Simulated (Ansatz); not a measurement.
**GaH₇OSi₂: density, localisation and related maps**

```xyz
11

Ga    1.0888    0.8762   -0.9366
O    -1.5131    1.4900   -3.0891
Si   -2.6557    0.2887   -3.1162
Si    0.1150    1.8380   -2.9449
H    -3.9630    0.8602   -2.6949
H    -2.2707   -0.8117   -2.1819
H    -2.7815   -0.2745   -4.4918
H     0.8409    1.3527   -4.1633
H     0.2519    3.3259   -2.9215
H     0.2321    0.0494    0.1008
H     2.6243    1.0809   -0.6207
```

Geometry: B3LYP-D3(BJ)/def2-SVP.

Method: Ansatz, isolated molecule in a Gaussian basis; Kohn-Sham density functional theory, functional PBE0.

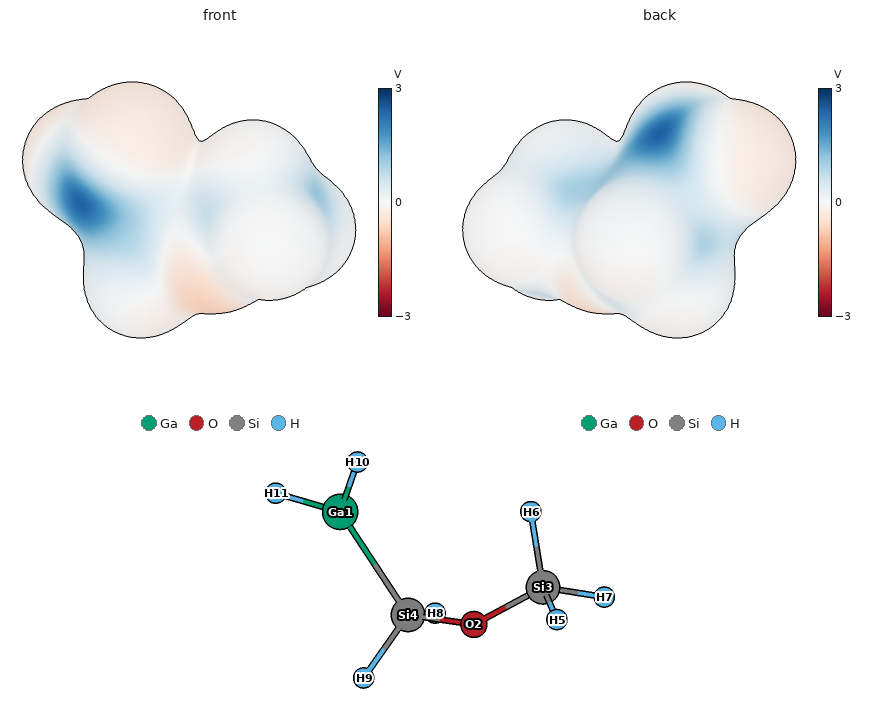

Figure 1. The molecular electrostatic potential painted on the density surface at 0.001 e/bohr³, seen from the front and from behind; red is negative and blue positive. The bare structure is drawn below in the same view.

**Which sites attract a positive test charge, and which a negative one?**

A positive charge is drawn to the negative regions and a negative charge to the positive ones. The most negative region (about −0.6 V, or −14 kcal/mol for a unit charge) lies over O2, the most positive (about +2.3 V, or +53 kcal/mol for a unit charge) over Ga1.

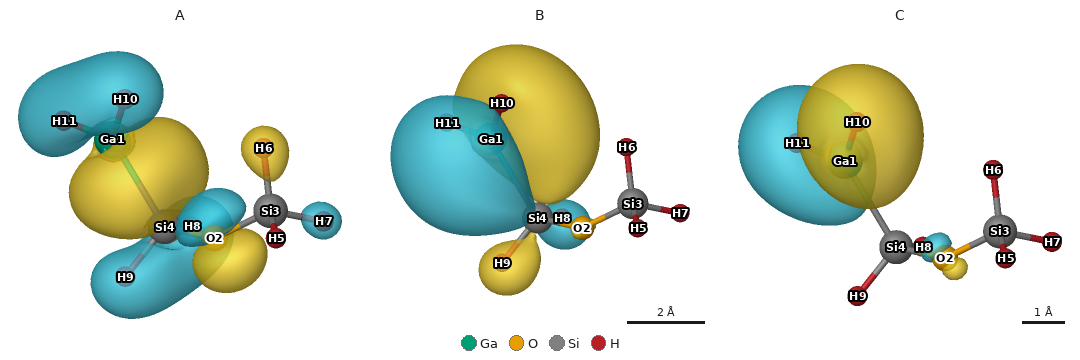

Figure 2. Three frontier orbitals at ±0.06 Å⁻³ᐟ² (yellow and cyan are the two phases), in no order.

**Order the three orbitals by energy and name them.**

C is the HOMO−1 (−8.59 eV). Its weight (Hirshfeld) is mainly on Ga1 (about 40 %), H10 (about 30 %) and H11 (about 30 %). A is the HOMO (−7.32 eV). Its weight (Hirshfeld) is mainly on Si4 (about 30 %), Ga1 (about 30 %), O2 (about 10 %), H11 (about 5 %) and H10 (about 5 %). B is the LUMO (−2.17 eV). Its weight (Hirshfeld) is mainly on Ga1 (about 70 %) and Si4 (about 15 %).

**What is the HOMO–LUMO gap?**

5.15 eV between the orbital energies.

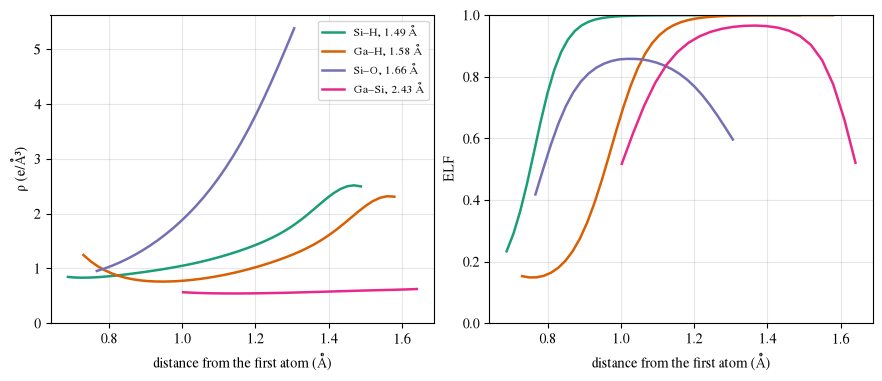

Figure 3. Electron density and electron localisation function along straight lines between neighbouring atoms. The curves leave out the atomic cores.

**What can be read from the curves?**

Si–H (1.49 Å): ρ at the midpoint is about 0.83 e/Å³; the ELF climbs to about 1 towards the hydrogen, as it does in any bond to H.
Ga–H (1.58 Å): ρ at the midpoint is about 0.96 e/Å³; the ELF climbs to about 1 towards the hydrogen.
Si–O (1.66 Å): ρ is about 1.1 e/Å³ halfway; the ELF peaks at about 0.85 between the atoms, as expected for a shared but strongly polarised pair.
Ga–Si (2.43 Å): the density is about 0.55 e/Å³ at the midpoint; the ELF peaks at about 0.95 between the atoms, as expected for a covalent bond.
